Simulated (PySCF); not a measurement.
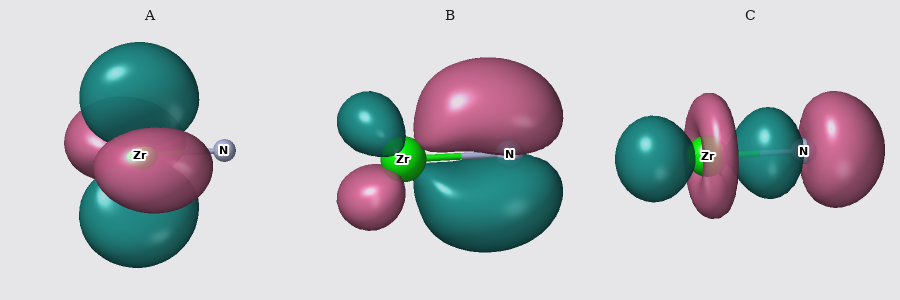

Figure. ZrN (doublet). Three frontier β-spin orbitals, each drawn at the value that holds 80 % of its norm (teal and pink are the two phases), in no order; of a degenerate pair one member is drawn.

Core potentials replace the inner electrons of Zr.

Computed with PBE0/def2-TZVPPD, non-relativistic Hamiltonian with scalar-relativistic core potentials where named, at a bond length of 1.679 Å in PySCF.

Question: Label each orbital by symmetry, say whether it is occupied, and order them by energy.

Answer: Orbital B: π, occupied in this spin, −7.35 eV; bonding, with no node between the atoms.
Orbital C: σ, occupied in this spin, −6.66 eV; shared between the atoms (Zr 40 %, N 60 %).
Orbital A: δ, empty in this spin, −1.74 eV; almost wholly on Zr.
